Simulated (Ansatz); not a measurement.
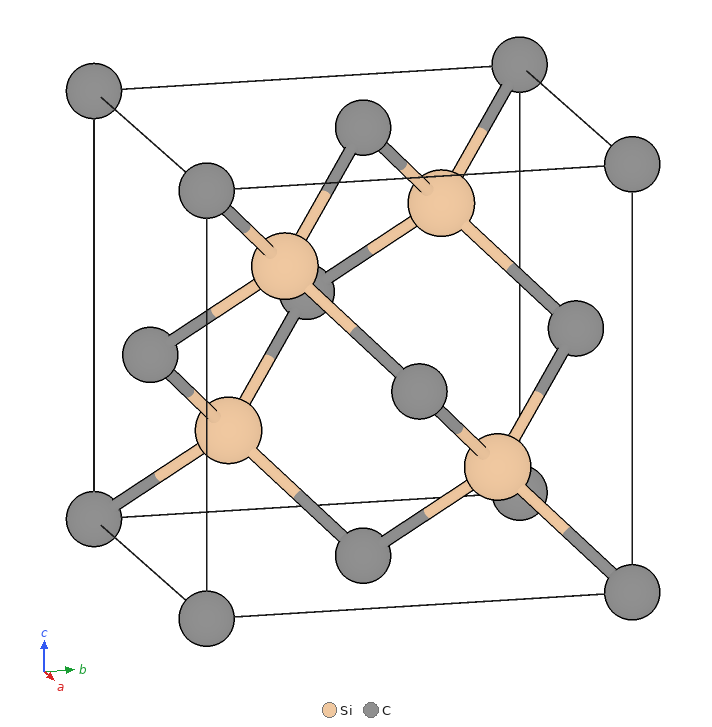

Ball-and-stick representation of a periodic structure, projected slightly off an axis. The conventional unit cell is outlined; an atom on or near a face, edge or corner is repeated at each equivalent position.

What structure is drawn here?

- The solid is SiC.
- It belongs to space group F-43m (No. 216) and has a face-centred cubic lattice.
- Prototype: zinc blende (sphalerite type).
- Counting shared atoms by their share gives 4 Si, 4 C, or 8 atoms.
- Each Si has four C in a tetrahedral arrangement. The C atoms are each bonded to four Si in a tetrahedral arrangement.
- The bonds build a three-dimensional framework.

Provenance: a structure listed in the Materials Project. Cell shown after relaxation with DFT PBE, scalar-relativistic, plane waves, PAW in Ansatz 0.2.0.
